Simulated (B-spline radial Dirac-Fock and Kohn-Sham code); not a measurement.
Rh³⁺, configuration [Kr] 4d6. Computed with a B-spline radial code: independent-particle Coulomb rates on relativistic LDA orbitals, configuration-average energies from Dirac–Fock.

Predict the main features of the following plot. Auger groups that fill an M4 (3d3/2) hole, as sticks. Kinetic energies count from the vacuum level; very weak lines are left out.

The strongest group is M4-N3N4 at 203.4 eV (26 % of the non-radiative width), followed by M4-N4N5 at 254.8 eV (20 %), M4-N1N4 at 164.1 eV (16 %), M4-N2N4 at 200.1 eV (12 %). The lines shown span 71.48 eV to 254.8 eV.

The result:

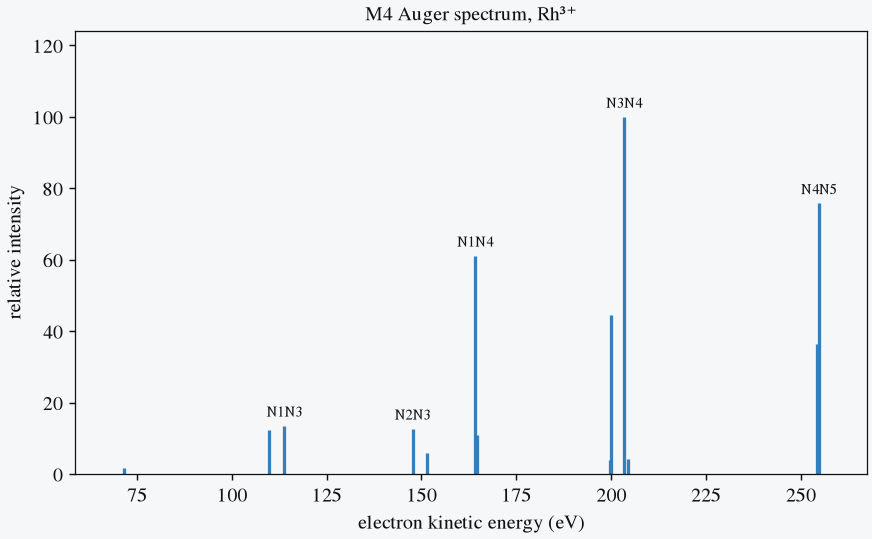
